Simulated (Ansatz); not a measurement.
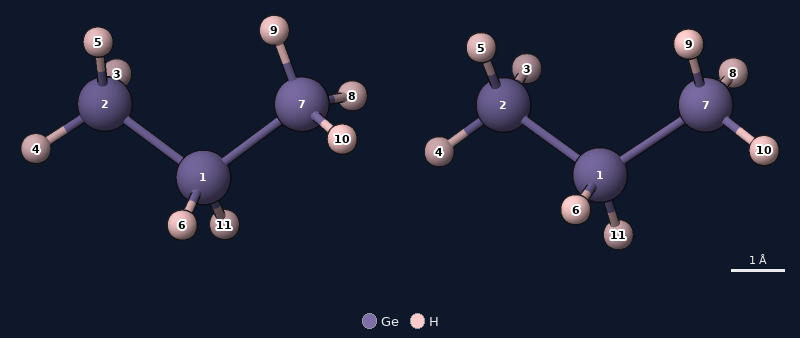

Two geometries of Ge3H8, drawn at one scale. One is the start of a relaxation, the other its converged end. A ball-and-stick model, seen at a tilt.

All numbers below come from RKS BHLYP/def2-mTZVP (Ansatz). Settings: no spin polarisation; force threshold 0.02 eV/Å; at most 40 steps.

Question: Which geometry has the lower energy?

Answer: The right one is the relaxed one. The run prepares the start of a later molecular dynamics calculation, from a guessed geometry. H10 moves most after the best rigid fit: 0.74 Å. Largest moves by element: H 0.74 Å, Ge 0.20 Å. Near-neighbour distances that change, for instance: Ge1–Ge2 2.400 → 2.431 Å, Ge1–H11 1.549 → 1.534 Å. Bond angles that change, for instance: Ge2–Ge1–Ge7 109.5° → 112.6°, H6–Ge1–H11 109.5° → 107.4°. Groups turn about Ge1–Ge7 by about 35°. The energy falls by 0.079 eV in 12 accepted moves (13 points after the start). Largest force component: 0.48 eV/Å at the start, 0.0011 eV/Å at the end. The line search rejected the trial step at point 8 of the run. The forces were under the threshold at step 3, but the run went on from there. The run took 46 s on 4 threads of Arm Neoverse V1 (shared host), peak memory 0.42 GiB.
